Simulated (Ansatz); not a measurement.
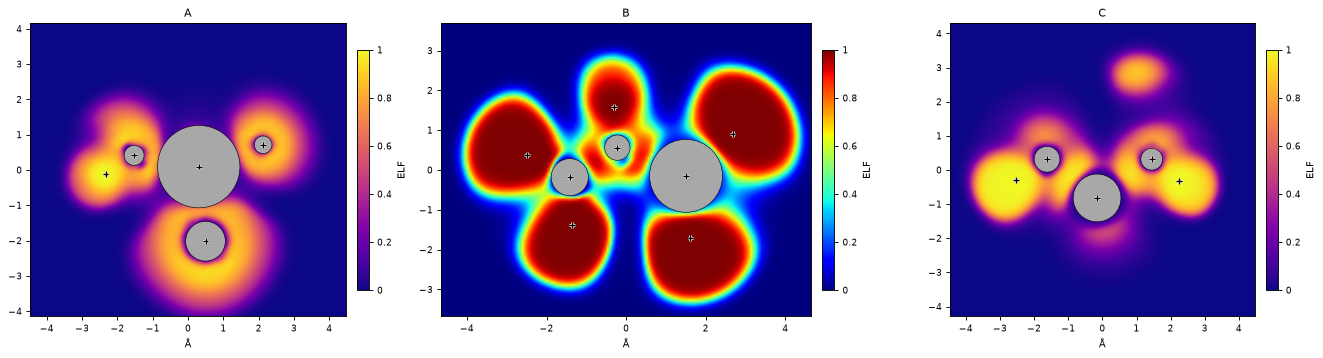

The electron localisation function of 3 systems, each on a plane through atoms (crosses mark nuclei in the plane; grey discs cover the cores).

Theory: isolated molecule in a Gaussian basis; Kohn-Sham density functional theory, functional PBE0 (Ansatz 0.2.0).

System 1: FH3O3SW, the plane of atoms F1, W6 and O3. Geometry: PBE0-D4/def2-SVP; core potentials replace the inner electrons of W.

```csv
atom,x (Å),y (Å),z (Å)
F,1.1787,0.9108,-1.3593
O,1.7257,-0.0051,0.8551
O,-0.6428,-1.2515,0.9741
O,-0.9498,-0.3087,-1.5145
S,-0.8885,1.8966,0.8483
W,0.0432,0.1840,0.0160
H,2.5161,0.3370,0.4192
H,-1.2661,-1.3897,1.6936
H,-0.6525,-0.0220,-2.3870
```

System 2: CH8BFNSi (SMILES C[SiH2][NH2+]BF) (charge +1), the plane of atoms Si5, N4 and H11. Geometry: B3LYP/6-31G*.

```
atom    x (Å)    y (Å)    z (Å)
   C  -0.0842   0.6988   1.2890
   B  -0.4007   0.8996  -2.2356
   F  -0.2155  -0.0747  -3.0771
   N  -1.6375   0.7802  -1.3580
  Si  -1.3577  -0.2274   0.3030
   H  -0.4048   1.7179   1.5317
   H   0.0639   0.1718   2.2407
   H   0.8894   0.7410   0.7889
   H  -2.7338  -0.2198   0.8321
   H  -0.9494  -1.5313  -0.2493
   H  -2.3899   0.2940  -1.8638
   H  -1.9925   1.7083  -1.1002
   H   0.3372   1.8146  -2.0993
```

System 3: BGaH5N, the molecular plane. Geometry: B3LYP-D3(BJ)/def2-SVP.

```xyz
8

B    -0.0822   -2.2666    2.0581
Ga   -1.6118   -0.7031    0.1229
N    -0.9739   -2.2371    0.9713
H     0.3306   -1.2226    2.5108
H     0.2672   -3.3236    2.5342
H    -1.2968   -3.1370    0.6205
H    -1.1012    0.6615    0.6799
H    -2.6007   -0.9420   -1.0693
```

Match each panel to its system.

Panel A is system 1, FH3O3SW: the plane holds F, O, S, W and H. W–O (1.86 Å): the ELF peaks at about 0.85 in the valence shell of O, 0.5 Å from its nucleus, and drops to about 0.25 between the two atoms. Panel B is system 3, BGaH5N: the plane holds B, Ga, N and H. B–N (1.41 Å): the ELF peaks at about 0.95 between the atoms: a polar covalent bond. Panel C is system 2, CH8BFNSi: the plane holds C, N, Si and H. C–Si (1.86 Å): the ELF peaks at about 0.95 between the atoms: localised, covalent bonding.
